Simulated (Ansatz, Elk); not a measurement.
## SrVPbI: X-ray structure factors from the self-consistent density

The structure of SrVPbI used here is made up (a known structure type with other elements) and was relaxed beforehand with PBE. The aim is the Fourier transform of its all-electron density, F(hkl), set beside the sum over free spherical atoms that refinements use.

Program: Elk 11.2.3 (patched build). Level of theory: DFT, PBE, all-electron APW+lo, Dirac cores, scalar-relativistic bands, static density, ferromagnetic start. Results are calculated unless marked as measured.

The structure was built from a prototype and need not be the compound's stable phase.

## 1. Set-up

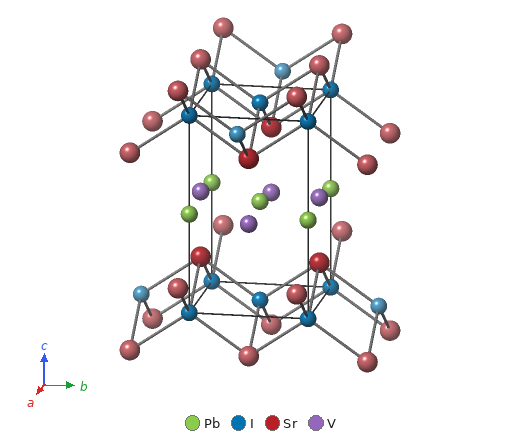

The starting structure, seen slightly off an axis (lead green, iodine blue, strontium red, vanadium purple). Some periodic images of atoms are drawn too.

## 2. Ground state and structure factors

An all-electron density is needed, since X-rays see the cores too. Task 0 finds the density and task 195 Fourier-transforms it; tshift is off so that phases refer to the origin typed.

Input file elk.in:

```
tasks
  0
  195
  196

xctype
  20

spinpol
  .true.

rgkmax
  7.0

gmaxvr
  14.0

lmaxo
  7

lmaxapw
  8

swidth
  0.002

tshift
  .false.

ramdisk
  .false.

hmaxvr
  5.5

maxscl
  120

epspot
  1e-06

reducebf
  0.8

sppath
  './'

avec
  10.46765201737 -0.00000000000 0.00000000000
  -0.00000000000 10.46765201737 0.00000000000
  0.00000000000 0.00000000000 17.72079202922

atoms
  4
  'Pb.in'
  2
  0.0000000000 0.0000000000 0.5000000000   0.000000 0.000000 0.000000
  0.5000000000 0.5000000000 0.5000000000   0.000000 0.000000 0.000000
  'I.in'
  2
  0.0000000000 -0.0000000000 -0.0000000000   0.000000 0.000000 0.000000
  0.5000000000 0.5000000000 -0.0000000000   0.000000 0.000000 0.000000
  'Sr.in'
  2
  0.5000000000 0.0000000000 0.2041026805   0.000000 0.000000 0.000000
  0.0000000000 0.5000000000 0.7958973195   0.000000 0.000000 0.000000
  'V.in'
  2
  0.5000000000 -0.0000000000 0.5347395353   0.000000 0.000000 -0.110000
  -0.0000000000 0.5000000000 0.4652604647   0.000000 0.000000 -0.110000

ngridk
  4 4 2
```

Started as:

```bash
$ OMP_NUM_THREADS=4 elk
```

Numbers of over 12 decimals in the logs are rounded to 6 here.

The log of the run:

```text
┌─────────────────────────┐
│ Elk code version 11.2.3 │
└─────────────────────────┘

All units are atomic (Hartree, Bohr, etc.)

┌─────────────────────────────────────────────────┐
│ Ground-state run starting from atomic densities │
└─────────────────────────────────────────────────┘

Lattice vectors :
   10.46765202      -0.000000000       0.000000000
  -0.000000000       10.46765202       0.000000000
   0.000000000       0.000000000       17.72079203

Reciprocal lattice vectors :
  0.6002478203       0.000000000      -0.000000000
   0.000000000      0.6002478203      -0.000000000
  -0.000000000      -0.000000000      0.3545657156

Unit cell volume      :    1941.697995
Brillouin zone volume :   0.1277491217

Muffin-tin inner radius fraction :   0.1000000000E-01

Nuclei treated as point charges

Species : 1 (Pb)
 parameters loaded from : Pb.in
 name : lead
 nuclear charge    :   -82.00000000
 electronic charge :    82.00000000
 atomic mass :    377702.4943
 muffin-tin radius :    2.800000000
 number of radial points in muffin-tin :   1393
 inner part over the whole radius :   0.9993555083E-02
 number on inner part of muffin-tin    :   1001
 approximate nuclear radius :   0.1047603524E-03
 number of mesh points to nuclear radius :    525
 atomic positions (lattice), magnetic fields (Cartesian) :
  1 :   0.00000000  0.00000000  0.50000000    0.00000000  0.00000000  0.00000000
  2 :   0.50000000  0.50000000  0.50000000    0.00000000  0.00000000  0.00000000

Species : 2 (I)
 parameters loaded from : I.in
 name : iodine
 nuclear charge    :   -53.00000000
 electronic charge :    53.00000000
 atomic mass :    231332.6972
 muffin-tin radius :    2.600000000
 number of radial points in muffin-tin :   1193
 inner part over the whole radius :   0.9964907323E-02
 number on inner part of muffin-tin    :    851
 approximate nuclear radius :   0.9002358621E-04
 number of mesh points to nuclear radius :    431
 atomic positions (lattice), magnetic fields (Cartesian) :
  1 :   0.00000000  0.00000000  0.00000000    0.00000000  0.00000000  0.00000000
  2 :   0.50000000  0.50000000  0.00000000    0.00000000  0.00000000  0.00000000

Species : 3 (Sr)
 parameters loaded from : Sr.in
 name : strontium
 nuclear charge    :   -38.00000000
 electronic charge :    38.00000000
 atomic mass :    159721.4892
 muffin-tin radius :    2.600000000
 number of radial points in muffin-tin :   1193
 inner part over the whole radius :   0.9909106339E-02
 number on inner part of muffin-tin    :    847
 approximate nuclear radius :   0.8067967193E-04
 number of mesh points to nuclear radius :    415
 atomic positions (lattice), magnetic fields (Cartesian) :
  1 :   0.50000000  0.00000000  0.20410268    0.00000000  0.00000000  0.00000000
  2 :   0.00000000  0.50000000 -0.20410268    0.00000000  0.00000000  0.00000000

Species : 4 (V)
 parameters loaded from : V.in
 name : vanadium
 nuclear charge    :   -23.00000000
 electronic charge :    23.00000000
 atomic mass :    92860.67382
 muffin-tin radius :    2.400000000
 number of radial points in muffin-tin :    993
 inner part over the whole radius :   0.9920165687E-02
 number on inner part of muffin-tin    :    699
 approximate nuclear radius :   0.6897515165E-04
 number of mesh points to nuclear radius :    327
 atomic positions (lattice), magnetic fields (Cartesian) :
  1 :   0.50000000  0.00000000 -0.46526046    0.00000000  0.00000000 -0.11000000
  2 :   0.00000000  0.50000000  0.46526046    0.00000000  0.00000000 -0.11000000

Total number of atoms per unit cell :    8
Total muffin-tin volume :    594.2050233
 ratio of muffin-tin to unit cell volume :   0.3060234006

Spin treatment :
 spin-polarised
 global magnetic field (Cartesian) :    0.000000000       0.000000000       0.000000000
 collinear magnetisation in z-direction

Number of Bravais lattice symmetries :   16
Number of crystal symmetries         :   16
Crystal has no inversion symmetry
Complex Hermitian eigensolver will be used

k-point grid :      4     4     2
[...]
sum of occupied eigenvalues :     -39440.575592881
 electron kinetic            :      72300.352706329
 core electron kinetic       :      71400.937146122
 Coulomb                     :     -135208.69644222
 Coulomb potential           :     -109852.69152307
 nuclear-nuclear             :     -4508.7970095641
 electron-nuclear            :     -151619.42765591
 Hartree                     :      20919.528223261
 Madelung                    :     -80282.350680680
 xc potential                :     -1888.0137867843
 xc effective B-field        :    -0.222978
 external B-field            :      0.000000
 exchange                    :     -1423.8845783480
 correlation                 :     -21.598914487932
 electron entropic           :    -0.16689042937730E-02
 total energy                :     -64353.828897628
 (external B-field energy excluded from total)

Density of states at Fermi energy :    122.0699274
 (states/Hartree/unit cell)

Estimated indirect band gap :   0.2134185170E-02
 from k-point 2 to k-point 4
Estimated direct band gap   :   0.4946105559E-02
 at k-point 2

Charges :
 core                        :    284.0000000
 valence                     :    108.0000000
 interstitial                :    13.97997584
 muffin-tins (core leakage)
  species : 1 (Pb)
[...]
species : 2 (I)
[...]
species : 3 (Sr)
[...]
species : 4 (V)
[...]
total in muffin-tins        :    378.0200242
 total calculated charge     :    391.9967647
 total charge                :    392.0000000
 error                       :   0.3235335803E-02

Moments :
 interstitial                :   0.7826618367
 muffin-tins
  species : 1 (Pb)
[...]
species : 2 (I)
[...]
species : 3 (Sr)
[...]
species : 4 (V)
[...]
total in muffin-tins        :    4.291265729
 total moment                :    5.073927566

RMS change in Kohn-Sham potential (target) :   0.6626277745E-06 (  0.1000000000E-05)
Absolute change in total energy (target)   :   0.4548790457E-05 (  0.1000000000E-03)

Convergence targets achieved

┌──────────────────┐
│ Loop number : 23 │
└──────────────────┘

Energies :
 Fermi                       :     0.166925
 sum of occupied eigenvalues :     -39440.575607577
 electron kinetic            :      72300.352696709
 core electron kinetic       :      71400.937144872
 Coulomb                     :     -135208.69643163
 Coulomb potential           :     -109852.69153517
 nuclear-nuclear             :     -4508.7970095641
 electron-nuclear            :     -151619.42761830
 Hartree                     :      20919.528196235
 Madelung                    :     -80282.350664044
 xc potential                :     -1888.0137878459
 xc effective B-field        :    -0.222971
 external B-field            :      0.000000
 exchange                    :     -1423.8845725988
 correlation                 :     -21.598915009548
 electron entropic           :    -0.16689637161788E-02
 total energy                :     -64353.828891491
 (external B-field energy excluded from total)

Density of states at Fermi energy :    122.0739563
 (states/Hartree/unit cell)

Estimated indirect band gap :   0.2134000992E-02
 from k-point 2 to k-point 4
Estimated direct band gap   :   0.4945482078E-02
 at k-point 2

Charges :
 core                        :    284.0000000
 valence                     :    108.0000000
 interstitial                :    13.97997831
 muffin-tins (core leakage)
  species : 1 (Pb)
[...]
species : 2 (I)
[...]
species : 3 (Sr)
[...]
atom 2                    :    35.93725161     (  0.2825992603E-04)
  species : 4 (V)
   atom 1                    :    21.42842010     ( -0.2221821536E-06)
   atom 2                    :    21.42842010     ( -0.2221821536E-06)
 total in muffin-tins        :    378.0200217
 total calculated charge     :    391.9967647
 total charge                :    392.0000000
 error                       :   0.3235334655E-02

Moments :
 interstitial                :   0.7826861831
 muffin-tins
  species : 1 (Pb)
[...]
species : 2 (I)
[...]
species : 3 (Sr)
[...]
atom 2                    :   0.3975587258E-01
  species : 4 (V)
   atom 1                    :    2.221037407
   atom 2                    :    2.221037407
 total in muffin-tins        :    4.291207399
 total moment                :    5.073893582

┌──────────────────────────────┐
│ Self-consistent loop stopped │
└──────────────────────────────┘

Warning : core states of species 1 leak from the muffin-tin :   0.1213240754E-02

Warning : core states of species 2 leak from the muffin-tin :   0.2014850433E-03

Wrote STATE.OUT
```

It took 5.2 min on 4 threads of AMD EPYC 9R45, shared host; peak memory 0.9 GiB.

SFACRHO.OUT:

```text

h k l indices transformed by vhmat matrix:
   1.000000000       0.000000000       0.000000000    
   0.000000000       1.000000000       0.000000000    
   0.000000000       0.000000000       1.000000000    

      h      k      l  multipl.   |H|            Re(F)            Im(F)           |F|

      0      0      0      1   0.0000000       392.00000      0.26017638E-15   392.00000    
      0      0     -1      2  0.35456572      -80.318244     -0.33683091E-13   80.318244    
     -1      0      0      4  0.60024782     -0.67366182E-14 -0.20693483E-13  0.21762405E-13
      0     -1      1      4  0.69714725     -0.33683091E-13   57.103305       57.103305    
      1      0      1      4  0.69714725      0.20209855E-13  -57.103305       57.103305    
      0      0      2      2  0.70913143       231.94433     -0.84207727E-13   231.94433    
      1     -1      0      4  0.84887861       139.93208      0.16236860E-13   139.93208    
     -1     -1      1      8  0.91995203      -36.928905      0.18525700E-13   36.928905    
      1      0     -2      4  0.92906665      0.40419709E-13   51.731598       51.731598    
      0      1     -2      4  0.92906665     -0.33683091E-13  -51.731598       51.731598    
      0      0     -3      2   1.0636971      -132.82204     -0.33683091E-14   132.82204    
     -1      1      2      8   1.1061023       253.60979      0.33683091E-14   253.60979    
      0      2      0      4   1.2004956       326.34344     -0.39929528E-13   326.34344    
     -1      0      3      4   1.2213718     -0.55577100E-13   60.965798       60.965798    
      0      1      3      4   1.2213718      0.38735555E-13  -60.965798       60.965798    
      2      0      1      4   1.2517614      -70.961999      0.37893477E-13   70.961999    
      0     -2      1      4   1.2517614      -70.961999      0.19367777E-13   70.961999    
     -1     -2      0      8   1.3421949      0.33683091E-14 -0.34975934E-13  0.35137750E-13
```

Elk indexes on the primitive cell of elk.in and gives |H| = 4π sin θ/λ in inverse bohr. Below, one row stands for each form hkl of the conventional cell (m members, Friedel mates merged), F is for one primitive cell and the density is static (no thermal factor). Free-atom factors are Waasmaier and Kirfel's, and R is Σm||F|−|F'||/Σm|F|.

```
hkl   m  sin θ/λ (Å⁻¹)  abs F, DFT  neutral atoms   diff.  abs of complex diff.
001   2          0.053      80.318         79.964  +0.354                 0.354
100   4          0.090       0.000          0.000  +0.000                 0.000
101   8          0.105      57.103         56.823  +0.280                 0.280
002   2          0.107     231.944        231.051  +0.893                 0.893
110   4          0.128     139.932        140.231  -0.299                 0.299
111   8          0.138      36.929         37.509  -0.580                 0.580
102   8          0.140      51.732         51.654  +0.077                 0.077
003   2          0.160     132.822        132.981  -0.159                 0.159
112   8          0.166     253.610        253.663  -0.053                 0.053
200   4          0.180     326.343        326.436  -0.093                 0.093
103   8          0.184      60.966         61.180  -0.214                 0.214
201   8          0.188      70.962         71.376  -0.414                 0.414
210   8          0.202       0.000          0.000  +0.000                 0.000
113   8          0.205      18.114         17.888  +0.227                 0.227
211  16          0.209      49.623         49.558  +0.066                 0.066
202   8          0.210     201.196        201.614  -0.418                 0.418
004   2          0.213     264.530        265.079  -0.549                 0.549
212  16          0.228      44.920         45.033  -0.113                 0.113
```

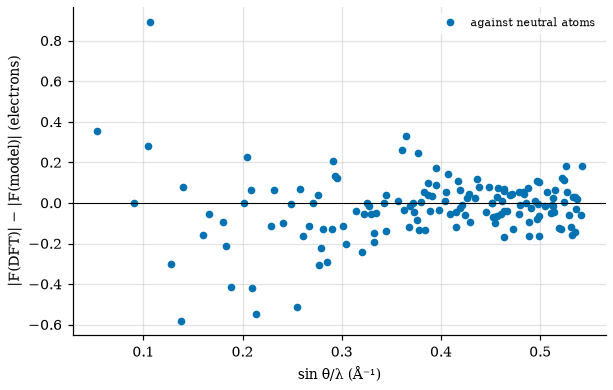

Difference between the calculated structure factors and the independent-atom ones.

## 3. The magnetisation density

The same run holds the spin density, and task 196 transforms it. The order is that of the start, and no other was tried.

SFACMAG_1.OUT:

```text

h k l indices transformed by vhmat matrix:
   1.000000000       0.000000000       0.000000000    
   0.000000000       1.000000000       0.000000000    
   0.000000000       0.000000000       1.000000000    

      h      k      l  multipl.   |H|            Re(F)            Im(F)           |F|

      0      0      0      1   0.0000000       5.0738938      0.48276245E-19   5.0738938    
      0      0     -1      2  0.35456572      -4.3830208      -0.0000000       4.3830208    
     -1      0      0      4  0.60024782     -0.42103864E-15 -0.22346580E-15  0.47666602E-15
      0     -1      1      4  0.69714725     -0.21051932E-15 -0.89380068      0.89380068    
      1      0      1      4  0.69714725      0.21051932E-15  0.89380068      0.89380068    
      0      0      2      2  0.70913143       3.1563379      0.10525966E-15   3.1563379    
      1     -1      0      4  0.84887861      -4.4275530     -0.91205224E-18   4.4275530    
     -1     -1      1      8  0.91995203       3.8351251      0.11052264E-14   3.8351251    
      1      0     -2      4  0.92906665      0.42103864E-15   1.3803840       1.3803840    
      0      1     -2      4  0.92906665       0.0000000      -1.3803840       1.3803840    
      0      0     -3      2   1.0636971      -1.9166047      0.21051932E-15   1.9166047    
     -1      1      2      8   1.1061023      -2.6682556     -0.10525966E-15   2.6682556    
      0      2      0      4   1.2004956       3.1442885     -0.36877354E-15   3.1442885    
     -1      0      3      4   1.2213718     -0.21051932E-15   1.3377674       1.3377674    
      0      1      3      4   1.2213718     -0.21051932E-15  -1.3377674       1.3377674    
      2      0      1      4   1.2517614      -2.8450171      0.36840881E-15   2.8450171
```

The total moment is 5.07 μB a cell; sphere moments: Pb1 -0.12, Pb2 -0.12, I3 0.00, I4 0.00, Sr5 +0.04, Sr6 +0.04, V7 +2.22, V8 +2.22 μB. Polarised neutrons measure spin and orbital magnetisation together; without spin-orbit coupling the run gives the spin part:

```csv
hkl,sin θ/λ (Å⁻¹),abs F_M (μB)
001,0.053,4.383
100,0.090,0.000
101,0.105,0.894
002,0.107,3.156
110,0.128,4.428
111,0.138,3.835
102,0.140,1.380
003,0.160,1.917
112,0.166,2.668
200,0.180,3.144
103,0.184,1.338
201,0.188,2.845
210,0.202,0.000
113,0.205,1.571
```

(Continued in part 2 of 2.)

[Logs are printed without paths, hosts, clocks, repeated set-up lines and the standing remarks that a program may print on its own settings, such as how far it seeks lower states.]

[Hosts, paths, dates, database ids (printed as entryN), source tags and the programs' standing remarks are cut or masked in the printed files.]
